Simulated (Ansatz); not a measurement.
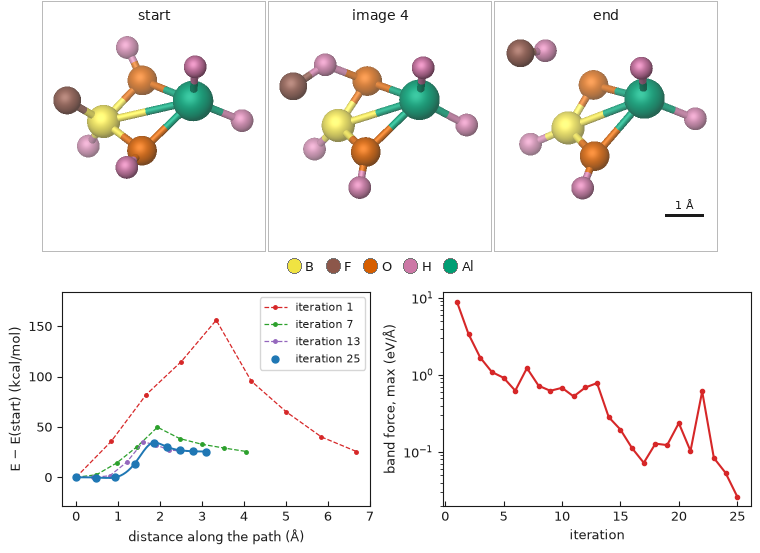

A search for the minimum-energy path of AlBH₅O₂F by the nudged elastic band. Images are numbered from 0 (start) to 8 (end). The plot follows the band through its iterations. Style: ball-and-stick. Shown at a tilt.

Computed with RKS r2SCAN-D4/def2-SVP (Ansatz 0.2.0). Settings: 7 movable images; climbing image; force threshold 0.05 eV/Å; iteration limit 60; starting path through a guess of the saddle point.

Judge this run.

Answer. The result is final at these settings. The band converged in 25 iterations. The largest component of the band force went from 9 to 0.026 eV/Å. The climbing image converged on the top of the path. Its vibrational analysis gives one imaginary mode (795i cm⁻¹), as a transition state must have. The first iteration put the highest image at 156.0 kcal/mol. The energy climbs by 34.5 kcal/mol to image 4 and then falls by 8.9 kcal/mol, so the end point sits at +25.6 kcal/mol. Image 1 lies below both ends, at −0.2 kcal/mol, which points to an intermediate minimum that so few images don't resolve.
